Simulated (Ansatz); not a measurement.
Start from GaS in the beta-GaS type structure (space group P6_3/mmc, No. 194; a = 3.534 Å, c = 15.041 Å; layered, stacked along the Cartesian z axis).

The change: every lattice vector is shortened by 1.95 %, atoms relaxed at fixed cell.

Calculations: PBEsol-D3(BJ) (Ansatz, a quantum-chemistry and plane-wave program), no spin-orbit coupling, earlier PAW set.

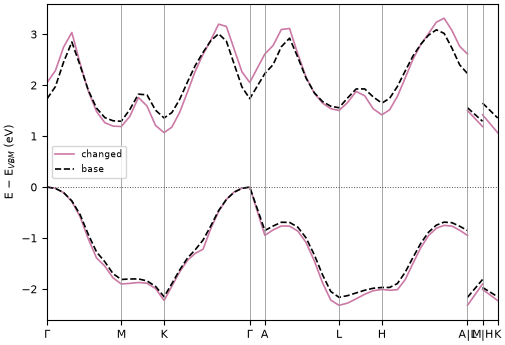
Figure: Highest valence and lowest conduction band along the path, each from its own valence-band maximum

The gap is 1.07 eV, indirect, Γ → K; the base has 1.29 eV.

The cells carry an imposed strain or load. No phonon test of stability was made.
